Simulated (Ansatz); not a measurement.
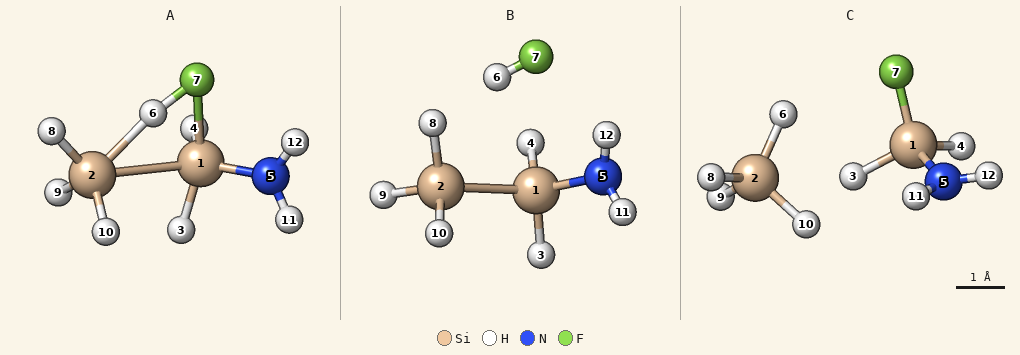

Three geometries of Si2NH8F: a saddle point and the two minima that it joins, in shuffled order. A ball-and-stick model, seen at a tilt. Sticks join atoms that are closer than about 1.2 times the sum of their covalent radii (a little more with hydrogen).

Stationary points at PBE0-D4/def2-TZVP, single-point energies with CCSD(T)/CBS, B3LYP-D4, CAM-B3LYP-D4 (def2-TZVPP where no basis is named; Ansatz 0.2.0). The energies are electronic, without zero-point or thermal terms, and both ends are the minima reached downhill from the saddle, with any fragments still in contact. CCSD(T)/CBS stands for a frozen-core estimate: MP2 correlation extrapolated from def2-TZVPP and def2-QZVPP, CCSD(T) minus MP2 from the smaller set.

**Identify the saddle point and describe the reaction.**

Frame A is the saddle point. Counted by bonded pieces, B holds HF + Si₂H₇N and C holds SiH₄ + SiH₄NF. From B over the saddle to C, bonds form: Si1–F7 (3.50 → 1.99 → 1.60 Å), Si2–H6 (2.73 → 1.83 → 1.48 Å). Bonds break: Si1–Si2 (2.36 → 2.57 → 4.06 Å), H6–F7 (0.93 → 1.18 → 3.12 Å). The saddle has one imaginary mode, 1054i cm⁻¹. With CCSD(T)/CBS the barrier is 33.1 kcal/mol from B and 69.8 kcal/mol from C, and C lies 36.8 kcal/mol below B.

| level | barrier from B (kcal/mol) | barrier from C (kcal/mol) | C less B (kcal/mol) |
| --- | --- | --- | --- |
| CCSD(T)/CBS | 33.1 | 69.8 | −36.8 |
| B3LYP-D4 | 31.4 | 67.7 | −36.3 |
| CAM-B3LYP-D4 | 31.4 | 69.9 | −38.4 |
